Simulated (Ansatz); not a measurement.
## Response to strain in hypothetical CsCl type NbAs

Start from NbAs in the CsCl type structure (space group Pm-3m, No. 221; a = 3.2178 Å; a hypothetical phase, not in the database extracts checked; relaxed with 0.1 eV smearing). Axes: x, y, z lie along the cube axes.

Strains are applied to the cell and any free atomic positions relax; under biaxial strain the out-of-plane vector relaxes too.

Method: PBE (Ansatz, an electronic-structure program, PAW, without spin-orbit coupling).

Notes on the quantities. energy relative to the base: free energy F.

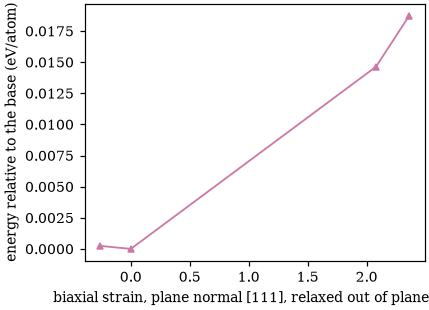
*Energy relative to the base against biaxial strain, plane normal [111], relaxed out of plane*

```csv
"biaxial strain, plane normal [111], relaxed out of plane (%)",energy relative to the base
-0.26,+0.2 meV/atom
2.08,+15 meV/atom
2.36,+19 meV/atom
```

No phonon test of stability was made. All final runs are without spin polarisation.
